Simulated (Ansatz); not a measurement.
**UHSE06/cc-pVTZ run of NS (Mononitrogen monosulfide)**

What is the energy change on altering one bond length of NS (Mononitrogen monosulfide) at UHSE06/cc-pVTZ? 

The results are computed with Ansatz 0.2.0.

34 further runs of the same task are left out: 34 set aside as unsound or not needed.

**1. Starting point**

The species is NS (2 atoms), meant as a doublet with charge 0. As SMILES, `[N]=S`. Geometry: relaxed at PBE0-D4/def2-TZVP.

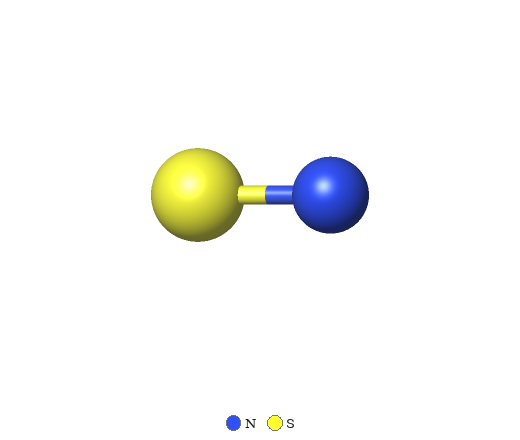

The structure, seen from a chosen angle (nitrogen blue, sulfur yellow).

**2. The energy at UHSE06/cc-pVTZ**

File run.yaml:

```yaml
crystal:
  periodic: [false, false, false]
  atoms:
    - symbol: "N"
      position_ang: [-0.000000, -0.000000, -0.011220]
    - symbol: S
      position_ang: [0.000000, 0.000000, 1.474400]
basis:
  gaussian:
    orbitals: cc-pVTZ
magnetization:
  spin_polarized: true
  initial_magnetization: 1
hamiltonian:
  xc: hse06
accuracy: high
output: {orbitals: {seedname: orbitals}}
```

Launch:

```bash
$ ansatz run run.yaml --threads 1 --pin off --max-ram 3480MiB --events-out events.jsonl --progress --plain --runs-dir runs
```

Log:

```text
Warning: RAYON_NUM_THREADS=1 ignored (pool sized by the plan → 1); use --threads N
Functional definition: HSE06
  name "HSE06"
  parameter a = 0.25
  parameter omega = 0.11/bohr
  exchange = pbe_x - a*pbe_x_sr(omega) + a*exact_x_sr(omega)
  correlation = pbe_c
899 factors; integrals over basis functions are off by at most 3.8e-9 eV
60 factors; integrals over basis functions are off by at most 1.8e-9 eV
mean field evaluation 1: about -12311.7341 eV, gradient 3.8e1 eV
mean field evaluation 2: about -12281.6093 eV, gradient 8.0e1 eV
mean field evaluation 4: about -12318.0699 eV, gradient 2.6e0 eV
mean field evaluation 8: about -12318.2205 eV, gradient 4.7e-1 eV
mean field evaluation 16: about -12318.2221 eV, gradient 3.8e-3 eV
mean field -12318.22209571 eV, -452.6863124265 hartree, gradient 7.9e-8 eV, S^2 0.757859; 0 other end points of the search recorded, 0 dependent functions left out
reference -12318.22209747 eV, -452.6863124913 hartree; 12, 11 occupied and 52, 53 virtual orbitals, 899 factors
Total energy: -12318.22209747 eV, -452.6863124913 hartree
```

Wall time 4.5 s (1 thread of Arm Neoverse V1, shared host); peak memory 0.15 GiB.

**3. The distorted shape**

File run.yaml:

```yaml
crystal:
  periodic: [false, false, false]
  atoms:
    - {symbol: N, position_ang: [-0.000000, -0.000000, -1.794000]}
    - {symbol: S, position_ang: [0.000000, 0.000000, 1.474400]}
basis:
  gaussian: {orbitals: cc-pVTZ}
output: {orbitals: {seedname: orbitals}}
hamiltonian: {xc: hse06}
accuracy: high
magnetization: {spin_polarized: true, initial_magnetization: 1}
```

Launch:

```bash
$ ansatz run run.yaml --threads 1 --pin off --max-ram 3480MiB --events-out events.jsonl --progress --plain --runs-dir runs
```

Log, cut to the lines that bear on the results:

```text
Warning: RAYON_NUM_THREADS=1 ignored (pool sized by the plan → 1); use --threads N
[... 6 set-up lines as earlier in the session ...]
768 factors; integrals over basis functions are off by at most 3.4e-9 eV
68 factors; integrals over basis functions are off by at most 1.0e-9 eV
mean field evaluation 1: about -12295.6713 eV, gradient 5.4e1 eV
mean field evaluation 2: about -12192.6877 eV, gradient 9.0e1 eV
mean field evaluation 4: about -12227.9199 eV, gradient 8.7e1 eV
mean field evaluation 8: about -12313.5153 eV, gradient 5.6e-1 eV
mean field evaluation 16: about -12313.5385 eV, gradient 2.7e-8 eV
mean field evaluation 32: about -12313.5385 eV, gradient 2.0e-6 eV
mean field -12313.53845599 eV, -452.5141918417 hartree, gradient 3.1e-8 eV, S^2 2.709700; 2 other end points of the search recorded, 0 dependent functions left out
reference -12313.53845819 eV, -452.5141919224 hartree; 12, 11 occupied and 52, 53 virtual orbitals, 768 factors
Total energy: -12313.53845819 eV, -452.5141919224 hartree
```

Run time: 6.9 s. Hardware: 1 thread of Arm Neoverse V1, shared host; peak memory 0.15 GiB.

**4. What came out**

At UHSE06/cc-pVTZ:

```
                                                         quantity          value
                                        first shape: total energy  -452.68631 Eh
                  first shape: HOMO energy (highest over α and β)       -5.84 eV
                   first shape: LUMO energy (lowest over α and β)       -3.90 eV
                                                first shape: ⟨S²⟩          0.758
                                    distorted shape: total energy  -452.51419 Eh
              distorted shape: HOMO energy (highest over α and β)       -6.95 eV
               distorted shape: LUMO energy (lowest over α and β)       -4.69 eV
                                            distorted shape: ⟨S²⟩          2.710
energy change with the N1–S2 bond stretched from 1.486 to 3.268 Å       4.684 eV
```

With the N1–S2 bond stretched from 1.486 to 3.268 Å the energy rises by 4.68 eV (108 kcal/mol). The first shape isn't relaxed at this level, so the change isn't measured from a minimum. ⟨S²⟩ (distorted shape) is 2.71 where a pure doublet has 0.75: the reference is spin-contaminated.
